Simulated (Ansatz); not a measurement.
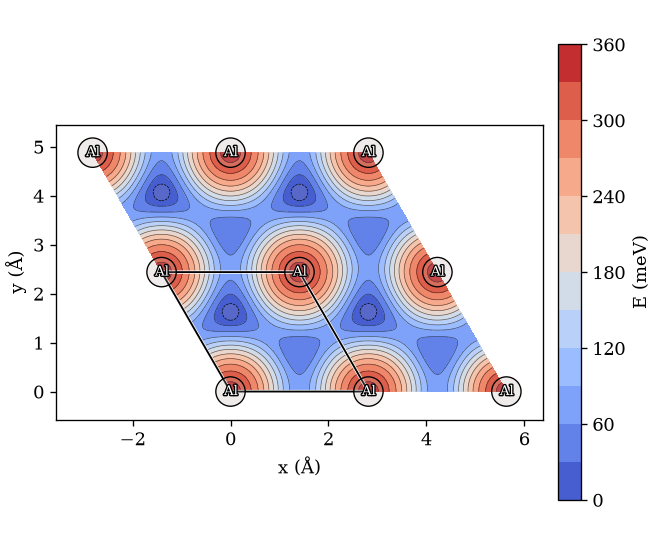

Energy landscape of Li on an Al(111) slab cut from the Fm-3m phase, its upper half relaxed before the scan (12 atoms of substrate and one adsorbate in a 2 × 2 cell). Li is moved over the surface cell; relaxed at each place: the height of the adsorbate's atoms; substrate rigid; the origin of the map has the adsorbate above Al9. Places are given modulo a cell vector. The map is drawn in real space over the plane of the surface. The scan uses a 6 × 6 grid; 10 points were computed and 26 follow by symmetry. Places are given in fractions of the 1 × 1 surface cell. Energies: meV, counted from the lowest grid point. Theory: DFT LDA, scalar-relativistic, plane waves, PAW in Ansatz. Settings: cutoff 420 eV, k-mesh 6×6×1, gaussian smearing 0.1 eV, no spin polarisation.

In the figure: filled contours, labelled circles for the atoms of the top layer and small ones for the second layer, the outline of one cell of the 2 × 2 shown. Between grid points the surface is interpolated. 

**Summarise what can be read from the map.**

The lowest grid point is at a threefold hollow over a second-layer Al atom, (2/6, 4/6) of the cell vectors. A higher local minimum lies near a threefold hollow over a third-layer Al atom, (4/6, 2/6) of the cell vectors (30 meV above the lowest at that grid point). The highest grid point, the top site over a surface Al atom, (0/6, 0/6) of the cell vectors, lies 339 meV above the lowest. On the interpolated surface the easiest way out of the lowest well to the well at a threefold hollow over a third-layer Al atom, (4/6, 2/6) of the cell vectors passes a barrier of about 69 meV. At the lowest point the adsorbate has 3 Al at 2.66 Å as nearest neighbours, at the highest 1 Al at 2.47 Å. Its relaxed height above the top atom is 2.10 Å at the lowest and 2.47 Å at the highest point.

Grid values (meV):

```
second ↓, first →  0/6  1/6  2/6  3/6  4/6  5/6
              5/6  291  196   62   62  196  291
              4/6  161   62    0   62  161  202
              3/6   68   62   62   68   79   79
              2/6  161  196  161   79   30   79
              1/6  291  291  202   79   79  202
              0/6  339  291  161   68  161  291
```

Each point was launched as `ansatz run input.yaml --threads 4 --pin off --max-ram 12288MiB --backend cpu --events-out ev --progress --plain --runs-dir out`. Time for the 10 points that were run: 4.6 min on 4 threads of Arm Neoverse N1, with other jobs on the host.
